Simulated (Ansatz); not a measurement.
```sh
ansatz run in.yaml --threads 8 --pin off --events-out ev --progress --plain --max-ram 19148MiB
```

```yaml
crystal:
  periodic: [false, false, false]
  atoms:
    - {symbol: Si, position_ang: [-1.131990, -0.620686, -0.642321]}
    - {symbol: F, position_ang: [0.226165, -1.391724, -0.656674]}
    - {symbol: F, position_ang: [-2.260761, -1.544220, -1.200770]}
    - {symbol: F, position_ang: [-1.478491, -0.203250, 0.822245]}
    - {symbol: F, position_ang: [-1.015421, 0.655992, -1.534349]}
basis:
  gaussian: {orbitals: def2-TZVPP}
hamiltonian: {xc: {name: PBE-QIDH}}
```

What structure does this define?

Formula SiF₄. The point group is Td. Coordination: 1 Si tetrahedral.

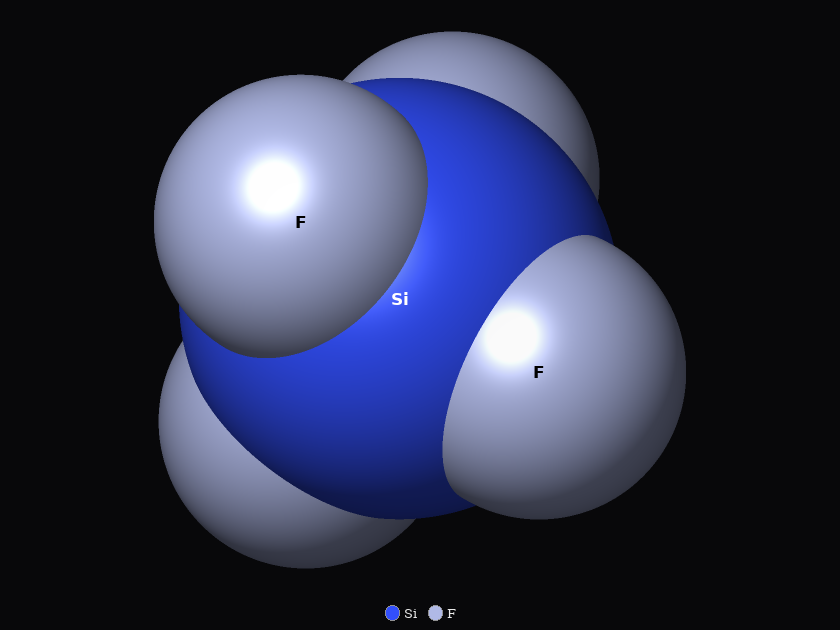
